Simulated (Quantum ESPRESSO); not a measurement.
# Energy and gap at +3 % biaxial strain: H-SiSi-F chair, 1 layer

How the rows were computed: Quantum ESPRESSO 7.5 driven by ASE, PBE, GBRV ultrasoft, ESM (bc1); atomic heights clamped; cell area 13.328 Å² at zero strain.

| strain (%) | energy (meV a cell) | gap on the mesh (eV) |
| --- | --- | --- |
| −3 | 63.04 | 1.660 |
| −1.5 | 14.79 | 1.670 |
| 0 | 0.00 | 1.646 |
| +1.5 | 14.58 | 1.588 |

**Question.** What are energy and gap at +3 %, and how stiff is the sheet?

By hand: About zero, E'' = (14.79 + 14.58 − 2 × 0.00)/1.5² = 13.05 meV per %² and E' = (14.58 − 14.79)/3 = −0.07 meV per %. With E = A K ε², where K = (C11 + C22)/2 + C12 (C11 + C12 for a hexagonal sheet), K = 13.05 × 10/(2 × 13.328) × 16.02 = 78 N/m. The parabola gives E(+3 %) = 0.00 + 3 × (−0.07) + 4.5 × 13.05 = 58.5 meV. Continuing the last slope, the gap is 2 × 1.588 − 1.646 = 1.530 eV.

**The withheld run.** E = 54.8 meV and the gap 1.501 eV. The parabola misses by +3.7 meV, too high, since bonds soften under tension. The gap's line misses by +0.029 eV.

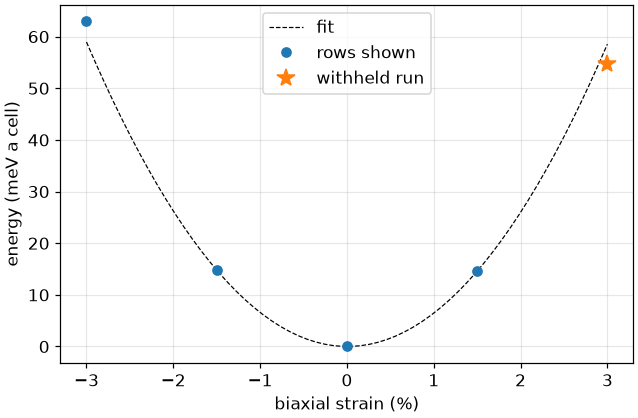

The rows shown, the fit and the withheld run.

**Limits.** Clamped heights stiffen sheets with several planes. Semilocal gap, no spin-orbit coupling.
